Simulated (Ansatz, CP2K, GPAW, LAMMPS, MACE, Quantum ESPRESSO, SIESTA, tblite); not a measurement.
**Running La2O3 with crystalline order left by the classical run (95 atoms) with GPAW**

How do the settings of GPAW change the result for La2O3 with crystalline order left by the classical run (95 atoms)? A plane-wave run serves as the yardstick.

Calculated with GPAW 26.7.0; the method is named at each step.

## 1. Starting point

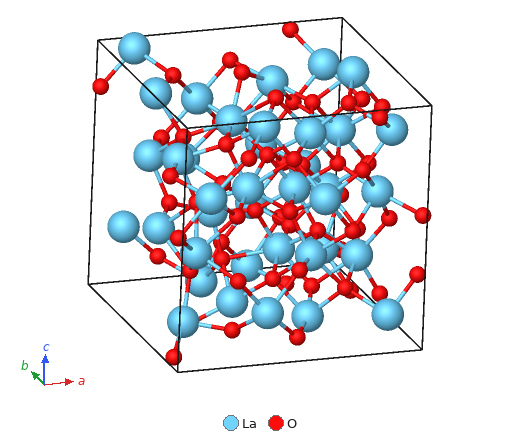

The cell as given, slightly off an axis (lanthanum blue, oxygen red). Some periodic images of atoms are drawn too.

The cell holds 95 atoms: 38 La and 57 O. Its edges and angles: a = 12.168 Å, b = 12.168 Å, c = 12.168 Å, α = 90.0°, β = 90.0°, γ = 90.0°. 95 atoms (38 Nd, 57 O) placed at random at 6.31 g/cm³, melted at 5000 K for 10 ps at fixed volume with the Morse and Coulomb pair potential with partial charges (Pedone, Malavasi, Menziani, Cormack and Segre, J. Phys. Chem. B 110, 11780 (2006)). Quenched from 5000 K to 300 K at 20 K/ps and fixed volume, held 5 ps, then minimised at fixed cell. Then Nd was replaced by La and the cell scaled by 1.023 (the potential has no terms for the new elements, so the cell is a start for a DFT relaxation).

The yardstick, on the same geometry:

| Quantity | Value |
| --- | --- |
| method | Kohn-Sham DFT, PBE, PAW, plane waves (Ansatz 0.2.0); cutoff 420 eV, Γ point, fermi-dirac smearing of 0.05 eV; PAW set soft_2 |
| r.m.s. force component | 0.2629 eV/Å |
| longest force | 0.8497 eV/Å |
| pressure | 0.07016 GPa |
| gap (highest filled to lowest empty level) | 3.123 eV |
| SCF cycles | 11 |
| time | 24 s on 8 threads of Arm Neoverse V2, shared host |
| CPU time | 2.9 min |

## 2. PBE, LCAO dzp, h 0.18 Å

Method: Kohn-Sham DFT, PBE, PAW, atomic orbitals (dzp).

run.py reads:

```python
import numpy as np
from ase.io import read
from gpaw import GPAW, FermiDirac

atoms = read("structure.xyz")
atoms.calc = GPAW(
    mode="lcao",
    basis="dzp",
    h=0.18,
    xc="PBE",
    kpts={"size": (1, 1, 1), "gamma": True},
    occupations=FermiDirac(0.05),
    maxiter=200,
    symmetry={"point_group": False},
    txt="gpaw.txt",
)
energy = atoms.get_potential_energy(force_consistent=True)
forces = atoms.get_forces()
print(f"energy {energy:.6f} eV")
print("forces (eV/A)")
for i, (a, f) in enumerate(zip(atoms, forces)):
    print(f"{i:4d} {a.symbol:2s} {f[0]:10.5f} {f[1]:10.5f} {f[2]:10.5f}")
print(f"Fermi level {atoms.calc.get_fermi_level():.4f} eV")
for k in range(len(atoms.calc.get_ibz_k_points())):
    for s in range(atoms.calc.get_number_of_spins()):
        e = atoms.calc.get_eigenvalues(kpt=k, spin=s)
        n = np.searchsorted(e, atoms.calc.get_fermi_level())
        print(f"k {k} spin {s} levels about the Fermi level:", np.round(e[max(n - 6, 0):n], 4).tolist(), "|", np.round(e[n:n + 6], 4).tolist())
```

structure.xyz reads:

```xyz
95
Lattice="12.16777 0.00000 0.00000 0.00000 12.16777 0.00000 0.00000 0.00000 12.16777" Properties=species:S:1:pos:R:3 pbc="T T T"
La 7.64087 3.30623 0.90650
La 4.58433 0.53477 2.34278
La 10.63500 2.65306 7.07751
La 10.85973 1.65506 10.49434
La 10.21557 6.82819 8.67246
La 4.59540 5.28836 1.19573
La 10.41464 4.43832 3.27897
La 0.95152 5.72250 5.03259
La 7.21184 6.30327 3.23517
La 7.69830 4.03982 9.75904
La 1.20984 11.00867 3.17396
La 10.39334 8.89878 2.03932
La 4.45073 3.40965 7.52844
La 4.49173 9.15552 0.82899
La 1.51781 3.50359 1.12138
La 7.26185 9.28291 7.43621
La 10.54666 10.08343 10.74134
La 1.39418 8.45039 7.62323
La 7.29555 8.22383 10.86485
La 4.35253 7.77715 4.81807
La 10.48022 11.91164 5.01057
La 4.65162 2.12632 11.03763
La 7.49401 5.27205 6.61148
La 1.60870 11.56790 11.82829
La 1.52547 2.20091 5.00923
La 7.39849 2.53844 4.24850
La 1.36243 4.60173 8.85570
La 1.17541 7.37671 11.13327
La 7.58636 11.36640 0.51178
La 4.35484 11.71124 6.02378
La 10.68184 0.78969 1.61065
La 4.54345 6.18877 9.88692
La 10.19501 8.11310 5.29371
La 7.43706 1.02976 7.58040
La 7.33741 10.46842 4.00526
La 4.39293 10.38872 9.49792
La 10.29576 5.57089 12.00119
La 1.51245 0.46639 8.34977
O 4.78412 7.32390 2.56655
O 3.50115 2.25298 0.97062
O 12.11545 0.85174 3.45260
O 6.38151 1.23333 0.71729
O 11.57435 4.29656 1.30183
O 5.60837 8.32105 8.94173
O 11.24387 6.67463 3.70630
O 9.28778 3.32277 11.36372
O 2.91309 0.17607 4.20506
O 9.39437 1.42582 8.70300
O 8.82820 10.36864 5.90806
O 11.56023 9.86392 4.23146
O 5.97559 11.37321 7.81207
O 2.21368 7.77338 5.44800
O 9.61254 0.03906 11.79349
O 2.51800 5.59717 0.09625
O 9.12181 2.40739 2.50887
O 2.73093 9.29131 11.19861
[... 35 atom lines left out ...]
O 3.23870 0.26185 10.26534
O 6.21274 2.15284 9.27172
O 5.93008 10.27945 11.30751
O 1.96996 4.05710 3.42717
```

Launch:

```sh
$ OMP_NUM_THREADS=1 python run.py > output.txt
```

The program printed:

```text
energy -733.887932 eV
forces (eV/A)
   0 La   -0.12980   -0.54653    0.29243
   1 La   -0.13285    0.18495   -0.05346
   2 La   -0.25086    0.46799    0.04630
   3 La   -0.24726    0.40533    0.44755
   4 La    0.14011    0.05755    0.07496
   5 La   -0.24075    0.31598    0.07201
   6 La    0.66129    0.05570    0.16586
   7 La    0.21086   -0.16485   -0.34200
   8 La   -0.18436    0.15899   -0.57897
   9 La    0.42458   -0.30059   -0.05400
  10 La   -0.05710   -0.18675    0.28326
  11 La    0.13147   -0.17687   -0.03963
  12 La   -0.36172   -0.04623   -0.29906
  13 La   -0.19464   -0.10669    0.30113
  14 La    0.02395    0.25953    0.19345
  15 La    0.16267   -0.18903    0.01552
  16 La    0.01381   -0.43472   -0.44877
  17 La    0.20046    0.11926   -0.01890
  18 La    0.27242   -0.40425    0.09597
  19 La    0.38114   -0.00947   -0.15297
  20 La   -0.02885   -0.24761    0.24302
  21 La   -0.14236   -0.23626    0.01982
  22 La    0.01270    0.32233    0.08467
  23 La    0.16655    0.29437    0.17015
[...]
87 O     0.08584    0.28288    0.33038
  88 O     0.29904   -0.26723    0.40464
  89 O    -0.65619    0.13497   -0.29669
  90 O    -0.33833    0.40398   -0.57703
  91 O    -0.23642   -0.24212   -0.17370
  92 O    -0.08215    0.32925   -0.39317
  93 O    -0.08731   -0.44480    0.42427
  94 O    -0.49913   -0.41694    0.20524
Fermi level 7.9163 eV
k 0 spin 0 levels about the Fermi level: [6.2549, 6.2745, 6.2881, 6.361, 6.3917, 6.4523] | [9.5916, 10.0544, 10.1372, 10.2291, 10.2522, 10.3069]
```

gpaw.txt:

```text
Input parameters:
  mode=LCAO(),
  basis={'default': 'dzp'},
  h=0.18,
  kpts=MonkhorstPack(size=(1, 1, 1), gamma=True),
  maxiter=200,
  occupations=Occupations(name='fermi-dirac', width=0.05, fixmagmom=False),
  symmetry=Symmetry(point_group=False),
  xc=XC(name='PBE')
Unit cell  # Å
| periodic |         x |         y |         z |   lengths |    angles |
|----------|-----------|-----------|-----------|-----------|-----------|
|      yes | 12.167770 |  0.000000 |  0.000000 | 12.167770 | 90.000000 |
|      yes |  0.000000 | 12.167770 |  0.000000 | 12.167770 | 90.000000 |
|      yes |  0.000000 |  0.000000 | 12.167770 | 12.167770 | 90.000000 |
Number of symmetries: 1
Symmetry operations  # r_c * U_cc + t_c -> r_c
|   | kind |            matrix            |
|---|------|------------------------------|
| 0 |  E   |  1, 0, 0,  0, 1, 0,  0, 0, 1 |
BZ-sampling:
  Number of BZ points: 1
  Number of IBZ points: 1
  Monkhorst-Pack size: [1, 1, 1]
  Monkhorst-Pack shift: [0, 0, 0]
[... lines left out ...]
  MSR1-Mixer
occupation numbers:
  Fermi-Dirac:
    width: 0.0500  # eV
FastPoissonSolver using
    Stencil: 6*3+1=19 point O(h^6) finite-difference Laplacian
xc functional:
  name: PBE with 2 nearest neighbor stencil
interpolation: tri-quintic # 5. degree polynomial
Initialization done in: 19.590 s
convergence criteria:
- Maximum [total energy] change in last 3 cyles: 0.0005 eV / valence electron
- Maximum integral of absolute [dens]ity change: 0.0001 electrons / valence electron
- Maximum integral of absolute [eigenst]ate change: 4e-08 eV^2 / valence electron
maximum number of iterations: 200
SCF iterations
|iter     |      energy | eigst |  dens |
|---------|-------------|-------|-------|
|iter:   1| -856.613334 |      c|       |
|iter:   2| -819.738858 |      c| -0.82 |
|iter:   3| -735.305216 |      c| -0.88 |
|iter:   4| -733.479271 |      c| -1.37 |
|iter:   5| -734.028179 |      c| -1.63 |
|iter:   6| -733.894223 |      c| -2.24 |
|iter:   7| -733.902073c|      c| -2.52 |
|iter:   8| -733.888072c|      c| -2.73 |
|iter:   9| -733.887992c|      c| -3.44 |
|iter:  10| -733.887938c|      c| -3.65 |
|iter:  11| -733.887932c|      c| -4.02c|
Converged in 11 steps
SCF loop duration: 773.254 s (70.296 s/step)
Energy contributions relative to reference atoms: (reference = -8898627.244568)
Energy contributions:
  Kinetic:        1206.327312
  Coulomb:       -1145.767196
  Zero:             10.222913
  External:          0.000000
  Xc:             -804.670961
  Entropy:          -0.000000
  Spinorbit:         0.000000
  ----------------------------
  Free energy:    -733.887932
  Extrapolated:   -733.887932
dipole moment: (-2.962888, -21.410970, 5.946772)  # |e|*Ang
Fermi level: 7.916
Eigenvalues  # (at kpt = [0.000, 0.000, 0.000])
| band index |      eig [eV] | occ [0-2] |
|------------|---------------|-----------|
|          0 |       -23.745 |     2.000 |
|        ... |               |           |
|        372 |         6.208 |     2.000 |
|        373 |         6.240 |     2.000 |
[...]
|        387 |        10.371 |     0.000 |
|        ... |               |           |
|        459 |        11.230 |     0.000 |
Gap: 3.139 eV
Transition (v -> c):
  (s=0, k=0, n=379, [0.00, 0.00, 0.00]) -> (s=0, k=0, n=380, [0.00, 0.00, 0.00])
No difference between direct/indirect transitions
Force computation time: 171.350  # s
timing:  # [seconds]
  Total:  964.223  # ━━━━━━━━━━━━━━━━━━━━━━━━━━━━━━━━━━━━━━━━━━━━━━━━━━━━━━━━
  Init:    19.590  # ━
  SCF:    773.254  # ━━━━━━━━━━━━━━━━━━━━━━━━━━━━━━━━━━━━━━━━━━━━━
  Forces: 171.350  # ━━━━━━━━━━
```

Elapsed: 16 min, on 1 thread of Arm Neoverse V2, shared host; peak memory 3.1 GiB.

Banners, paths, timers and routine set-up lines are dropped from the logs unmarked, and long logs keep their key lines alone; longer cuts are marked.

Numbers from this run, and their distance from the reference:

- r.m.s. force component: 0.271 eV/Å
- r.m.s. difference of force components: 92.04 meV/Å
- longest difference of force vectors: 598.4 meV/Å
- force difference over r.m.s. force: 35.01 %
- slope of forces against the reference's: 0.9702
- correlation of force components: 0.941
- gap (highest filled to lowest empty level): 3.139 eV
- gap difference: 0.0162 eV

This run lies far from the reference in forces at the same functional.

Length of the force difference by element (eV/Å):

```tsv
element	atoms	mean	most
La	38	0.20	0.60
O	57	0.056	0.12
```

Levels nearest the highest filled one (eV from it): -0.20, -0.18, -0.16, -0.09, -0.06, 0.00, 3.14, 3.60, 3.68, 3.78, 3.80, 3.85.

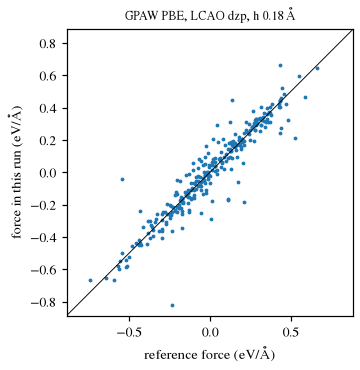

Force components against those of the reference; the line marks equality.

A closer look about O63, picked at random: 10 atoms, nearest first, numbered in the order of the input, with positions taken from that point.

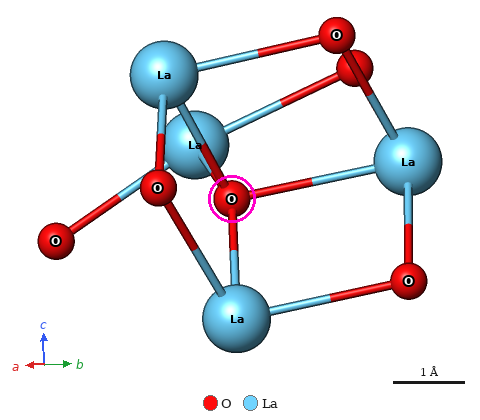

The atoms of the table, within 3.3 Å (arrows a, b, c point along x, y, z); some may hide others; the central atom is ringed.

```tsv
atom	x	y	z	distance (Å)	bonds	Fx	Fy	Fz (eV/Å)
O63	0.00	0.00	0.00	0.00	4	-0.26	0.17	0.13
La24	1.55	-0.14	1.81	2.39	6	0.17	0.29	0.17
La38	1.46	0.93	-1.67	2.40	6	-0.16	-0.02	-0.26
La17	-1.68	-1.62	0.72	2.44	7	0.01	-0.43	-0.45
La4	-1.36	2.12	0.48	2.56	6	-0.25	0.41	0.45
O76	0.31	1.99	2.33	3.08	4	-0.10	-0.36	-0.05
O81	-0.28	-3.12	-0.60	3.19	4	0.03	-0.31	-0.04
O53	-2.61	0.50	1.78	3.20	4	0.26	-0.35	-0.37
O87	0.17	3.03	-1.18	3.26	4	-0.28	-0.66	-0.24
O92	3.18	0.72	0.25	3.27	4	-0.24	-0.24	-0.17
```

Atoms are counted from 1 here, from 0 in the log.

Forces lie 35 % from the reference's, at 5.5 times its CPU time (on 1 against 8 cores).

The difference per atom is largest on La (0.20 eV/Å on average, against 0.056 on O).

## 3. PBE, LCAO dzp, h 0.22 Å

Method: Kohn-Sham DFT, PBE, PAW, atomic orbitals (dzp).

Changes to run.py since step 2:

```diff
@@ -8,3 +8,3 @@
     basis="dzp",
-    h=0.18,
+    h=0.22,
     xc="PBE",
```

structure.xyz is that of step 2.

The program printed:

```text
energy -719.399349 eV
forces (eV/A)
   0 La   -0.11652   -0.52971    0.26783
   1 La   -0.12972    0.18959   -0.08235
   2 La   -0.23972    0.47768    0.02376
   3 La   -0.23806    0.39214    0.44818
   4 La    0.11875    0.08870    0.09188
   5 La   -0.22551    0.30342    0.07244
   6 La    0.67400    0.06497    0.14534
   7 La    0.18858   -0.18107   -0.33250
   8 La   -0.15483    0.16240   -0.57626
   9 La    0.43402   -0.29796   -0.06221
  10 La   -0.03904   -0.17216    0.29508
  11 La    0.09406   -0.18285   -0.02227
[...]
90 O    -0.20888    0.31532   -0.80545
  91 O    -0.30147   -0.03285    0.02484
  92 O    -0.23721    0.22444   -0.57322
  93 O     0.13550   -0.24578    0.44973
  94 O    -0.44512   -0.58417   -0.01288
Fermi level 7.9261 eV
k 0 spin 0 levels about the Fermi level: [6.2578, 6.2771, 6.2912, 6.3645, 6.3953, 6.4559] | [9.5927, 10.0544, 10.1377, 10.2294, 10.2523, 10.3073]
```

gpaw.txt:

```text
Input parameters:
  mode=LCAO(),
  basis={'default': 'dzp'},
  h=0.22,
  kpts=MonkhorstPack(size=(1, 1, 1), gamma=True),
  maxiter=200,
  occupations=Occupations(name='fermi-dirac', width=0.05, fixmagmom=False),
  symmetry=Symmetry(point_group=False),
  xc=XC(name='PBE')
[... lines left out ...]
  Fermi-Dirac:
[... lines left out ...]
convergence criteria:
- Maximum [total energy] change in last 3 cyles: 0.0005 eV / valence electron
[... lines left out ...]
Converged in 11 steps
[... lines left out ...]
  Free energy:    -719.399349
[... lines left out ...]
Fermi level: 7.926
[... lines left out ...]
|          0 |       -23.743 |     2.000 |
|        ... |               |           |
|        372 |         6.211 |     2.000 |
|        373 |         6.243 |     2.000 |
[...]
|        387 |        10.371 |     0.000 |
|        ... |               |           |
|        459 |        11.227 |     0.000 |
Gap: 3.137 eV
Transition (v -> c):
  (s=0, k=0, n=379, [0.00, 0.00, 0.00]) -> (s=0, k=0, n=380, [0.00, 0.00, 0.00])
No difference between direct/indirect transitions
Force computation time: 101.703  # s
timing:  # [seconds]
  Total:  598.454  # ━━━━━━━━━━━━━━━━━━━━━━━━━━━━━━━━━━━━━━━━━━━━━━━━━━━━━━━━
  Init:    16.521  # ━╸
  SCF:    480.197  # ━━━━━━━━━━━━━━━━━━━━━━━━━━━━━━━━━━━━━━━━━━━━━
  Forces: 101.703  # ━━━━━━━━━╸
```

The job ended after 10 min (1 thread; peak memory 2 GiB).

Compared with the plane-wave run:

- r.m.s. force component: 0.2932 eV/Å
- r.m.s. difference of force components: 158.3 meV/Å
- longest difference of force vectors: 625.1 meV/Å
- force difference over r.m.s. force: 60.21 %
- slope of forces against the reference's: 0.9406
- correlation of force components: 0.8434
- gap (highest filled to lowest empty level): 3.137 eV
- gap difference: 0.0137 eV
- energy less the same-level run's: 152.5 meV/atom
- r.m.s. force difference from the same-level run: 131.2 meV/Å

This is a coarse setting, run to see what it loses.

Against the first run (35 %), the force difference from the reference is 60 %, at 0.62 times the CPU time: the grid matters here.

The forces add up to 1.0 eV/Å instead of zero, usually a sign of too coarse a grid.

## 4. A run with a doubtful setting

Changes to run.py since step 3:

```diff
@@ -8,7 +8,7 @@
     basis="dzp",
-    h=0.22,
-    xc="PBE",
+    h=0.18,
+    xc="PBE96",
     kpts={"size": (1, 1, 1), "gamma": True},
     occupations=FermiDirac(0.05),
-    maxiter=200,
+    maxiter=60,
     symmetry={"point_group": False},
```

structure.xyz is that of step 3.

The program printed:

```text
ValueError: not enough values to unpack (expected 2, got 1)
NameError: Unknown functional: PBE96.
```

gpaw.txt:

```text
Input parameters:
  mode=LCAO(),
  basis={'default': 'dzp'},
  h=0.18,
  kpts=MonkhorstPack(size=(1, 1, 1), gamma=True),
  maxiter=60,
  occupations=Occupations(name='fermi-dirac', width=0.05, fixmagmom=False),
  symmetry=Symmetry(point_group=False),
  xc=XC(name='PBE96')
timing:  # [seconds]
  Total: 0.027  # ━━━━━━━━━━━━━━━━━━━━━━━━━━━━━━━━━━━━━━━━━━━━━━━━━━━━━━━━━━━
  Init:  0.006  # ━━━━━━━━━━━━━╸
```

Run time: 1.1 s. Hardware: 1 thread; peak memory 0.14 GiB.

The program stopped at the start. The fault in the input: an unknown functional (functional PBE96).

## 5. The ladder

Differences are against the plane-wave reference, forces as r.m.s. over components; share is that over the reference's r.m.s. force, slope the least-squares factor from reference forces to these. Total energies of different programs have different zeros and aren't compared.

```tsv
run	Δ force, r.m.s. (meV/Å)	share (%)	slope	Δ gap (eV)	cores	CPU time	memory (GiB)
reference	-	-	-	-	8	2.9 min	2.9
GPAW PBE, LCAO dzp, h 0.18 Å	92.0	35.0	0.970	0.0162	1	16 min	3.1
GPAW PBE, LCAO dzp, h 0.22 Å (coarse)	158	60.2	0.941	0.0137	1	10 min	2.0
```

Rows marked coarse were listed beforehand as settings not expected to be converged; some can still land near the reference.

CPU time is summed over cores on a shared host, where runs went side by side, so it is rough. Symmetry, cutoffs, thresholds, outputs and thread counts weren't matched or tuned between programs; memory under MPI is the largest rank's times the ranks.

Within one program, basis, potentials and functional, energies share a zero. Each run against its twin at the usual cutoff or grid and solver:

```tsv
run	twin	Δ energy (meV/atom)	Δ force, r.m.s. (meV/Å)	CPU time over the twin's
GPAW PBE, LCAO dzp, h 0.22 Å	LCAO dzp, h 0.18 Å	153	131	0.62
```

Further runs of this program without a result: GPAW PBE, LCAO sz(dzp), h 0.18 Å (stopped at the start).

## 6. What came out

- nearest in forces: GPAW PBE, LCAO dzp, h 0.18 Å, 35 %
- its CPU time: 16 min

**Reading.** The PBE run in local orbitals, coarse settings apart, differs by 35 % (GPAW PBE, LCAO dzp, h 0.18 Å); basis, grid and potentials can all enter. Runs with settings chosen to be coarse differ by 60 % (GPAW PBE, LCAO dzp, h 0.22 Å), their programs' other errors included. None of the electronic-structure runs in the table takes under half the reference's CPU time of 2.9 min; they take 3.4 to 5.5 times as much. At the same functional, gaps differ from the reference's 3.12 eV by between +0.01 and +0.02 eV. The quench rate of 20 K/ps is many orders above laboratory rates, so the cell is likely richer in defects and strain than a real sample. The network of bonds at the start is that of the classical potential that made the cell, and needn't be the one that DFT or experiment would give. The reference's stress is far from hydrostatic: its diagonal is -0.7, -1.7, 2.7 GPa, compression counted positive. The electronic-structure runs sample only Γ, in a cell whose shortest periodic width is 12 Å. Spin–orbit coupling is left out, which matters for the levels of the heavy elements.

[Also dropped from logs without a mark: logging warnings of Python, and SIESTA's first energy breakdown and zero terms.]

[Logs are printed without paths, hosts, clocks, repeated set-up lines and the standing remarks that a program may print on its own settings, such as how far it seeks lower states.]

[Hosts, paths, dates, database ids (printed as entryN), source tags and the programs' standing remarks are cut or masked in the printed files.]
